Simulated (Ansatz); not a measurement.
**What a change does: single-point calculation on B3F2**

System: B3F2, multiplicity 2.
Method of run 1: UHF/def2-TZVP (Ansatz 0.2.0).

The geometry comes from this level: PBE-D4/def2-SVP. Text and figures count atoms from 1; the logs count them from 0 in places.

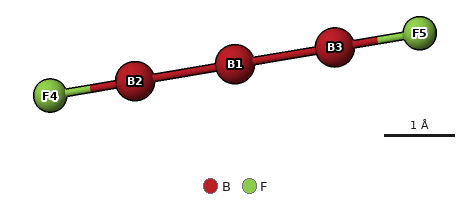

The structure (ball-and-stick view, seen at a tilt; atoms are numbered from 1 in the order of the input). Bond lengths as drawn: B–B 1.52 Å and B–F 1.29 Å.

**The input, run 1**
```yaml
crystal:
  periodic: [false, false, false]
  atoms:
    - {symbol: B, position_ang: [-0.000277, -0.001121, -0.001269]}
    - {symbol: B, position_ang: [1.501079, -0.226965, -0.125150]}
    - {symbol: B, position_ang: [-1.501205, 0.226288, 0.124920]}
    - {symbol: F, position_ang: [2.776084, -0.418163, -0.230431]}
    - {symbol: F, position_ang: [-2.775692, 0.419961, 0.231940]}
basis:
  gaussian: {orbitals: def2-TZVP, initial_orbitals: start.molden}
magnetization: {spin_polarized: true, initial_magnetization: 1}
hamiltonian: {xc: hf}
scf: {omitted_lower_state_checks: [starts]}
output: {orbitals: {seedname: orbitals}}
```

Command:
```bash
ansatz run in.yaml --threads 4 --pin off --events-out ev --progress --plain --max-ram 3916MiB
```

Hardware: 4 threads of Arm Neoverse V1, 23 GiB of memory available, shared host.

**Output (run 1)**
```
Functional definition: HF
  exchange = exact_x
  correlation = 0
these checks for a lower state are left out or cut short: starts
1069 factors; their error is unknown
mean field evaluation 1: about -7428.1930 eV, gradient 1.8e1 eV
mean field evaluation 2: about -7428.9537 eV, gradient 9.3e-1 eV
mean field evaluation 4: about -7429.0878 eV, gradient 3.5e-1 eV
mean field evaluation 8: about -7429.1188 eV, gradient 6.2e-1 eV
mean field evaluation 16: about -7429.1338 eV, gradient 1.2e-4 eV
mean field -7429.13376672 eV, -273.0156302792 hartree, gradient 8.4e-6 eV, S^2 1.036017; 1 other end points of the search recorded, 0 dependent functions left out
reference -7429.13376672 eV, -273.0156302792 hartree; 17, 16 occupied and 138, 139 virtual orbitals, 1069 factors
Total energy: -7429.13376672 eV, -273.0156302792 hartree
Checks for a lower state left out: starts
```

The input of run 2 differs as follows (lines with − go, lines with + come):
```diff
-    - {symbol: B, position_ang: [-0.000277, -0.001121, -0.001269]}
-    - {symbol: B, position_ang: [1.501079, -0.226965, -0.125150]}
-    - {symbol: B, position_ang: [-1.501205, 0.226288, 0.124920]}
-    - {symbol: F, position_ang: [2.776084, -0.418163, -0.230431]}
-    - {symbol: F, position_ang: [-2.775692, 0.419961, 0.231940]}
+    - {symbol: B, position_ang: [0.005110, -0.084669, 0.019010]}
+    - {symbol: B, position_ang: [1.547131, -0.665998, -0.043995]}
+    - {symbol: B, position_ang: [-1.479184, 0.412690, 0.086501]}
+    - {symbol: F, position_ang: [2.699247, -0.076320, -0.289771]}
+    - {symbol: F, position_ang: [-2.772315, 0.414297, 0.228264]}
-magnetization: {spin_polarized: true, initial_magnetization: 1}
+magnetization: {spin_polarized: true, initial_magnetization: 3}
```

Predict how the results change.

With the same method and basis, run 2 lies 12.1 kcal/mol higher. The HOMO goes from −7.92 to −8.28 eV. The LUMO goes from 0.37 to 0.47 eV.

**Output (run 2)**
```
Functional definition: HF
  exchange = exact_x
  correlation = 0
these checks for a lower state are left out or cut short: starts
1069 factors; their error is unknown
mean field evaluation 1: about -7427.6647 eV, gradient 1.8e1 eV
mean field evaluation 2: about -7428.4678 eV, gradient 1.0e0 eV
mean field evaluation 4: about -7428.6077 eV, gradient 3.5e-1 eV
mean field -7428.60800896 eV, -272.9963090380 hartree, gradient 1.6e-5 eV, S^2 3.774368; 0 other end points of the search recorded, 0 dependent functions left out
reference -7428.60800896 eV, -272.9963090380 hartree; 18, 15 occupied and 137, 140 virtual orbitals, 1069 factors
Total energy: -7428.60800896 eV, -272.9963090380 hartree
Checks for a lower state left out: starts
```

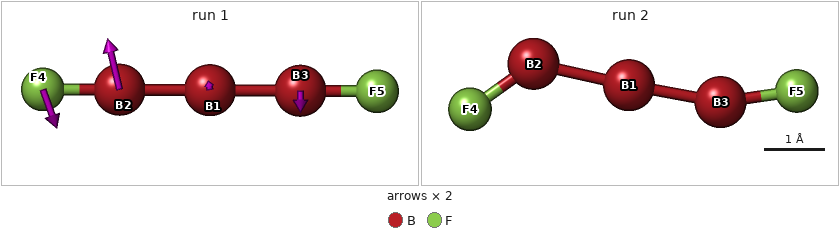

The two input geometries at one scale (ball-and-stick view, seen at a tilt). The pink arrows on the first give the shifts of the atoms after the best rigid fit, magnified 2 times. The atom that moves furthest after the best rigid fit is B2 (0.45 Å). By element the largest moves are B 0.45 Å, F 0.36 Å. Among the contacts that change: B1–B2 1.523 → 1.649 Å, B1–B3 1.523 → 1.567 Å, B2–F4 1.294 → 1.317 Å, B3–F5 1.294 → 1.301 Å.

**The two runs side by side**

```tsv
quantity	run 1	run 2
outcome	converged	converged
total energy (hartree)	−273.015630	−272.996309
HOMO (eV)	−7.92	−8.28
LUMO (eV)	0.37	0.47
⟨S²⟩	1.036	3.774
basis functions	155	155
wall time (shared host)	4 s	0.8 s
```

For run 1: ⟨S²⟩ is 1.04 against 0.75 for a pure state: the solution is spin-contaminated.
